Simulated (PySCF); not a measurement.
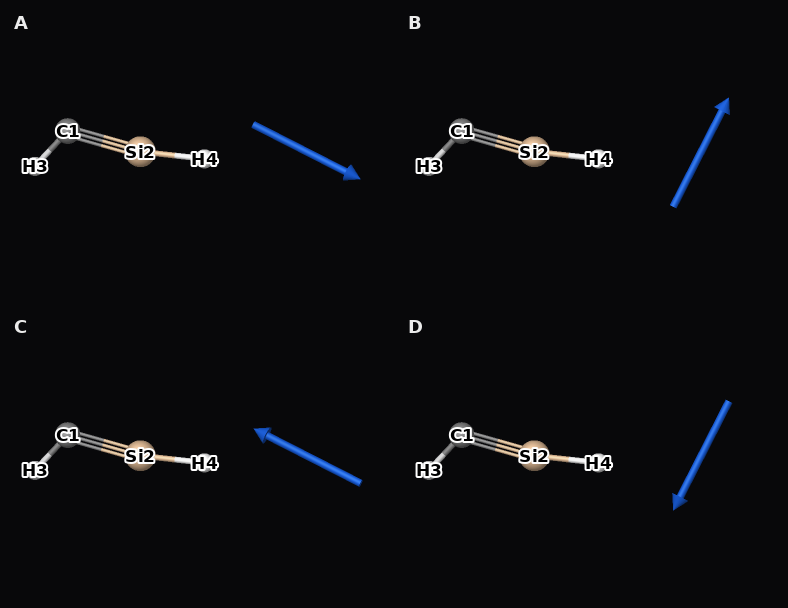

The same molecule four times, each with an arrow. The computed structure is the end point of a GFN2-xTB optimisation. No frequency run is at hand to confirm it as a minimum. Method: PBE0/pcSseg-1, gas phase (PySCF 2.14.0).

Which arrow points along the dipole moment, from the negative to the positive end?

A. The dipole moment is 2.83 D; it points from the side of H3 to the side of H4 (the outermost atoms at the two ends).

The geometry is semi-empirical. Around Si such bond lengths and angles can be off by a tenth of an ångström or more and by several degrees, and values that hang on the shape move with them.
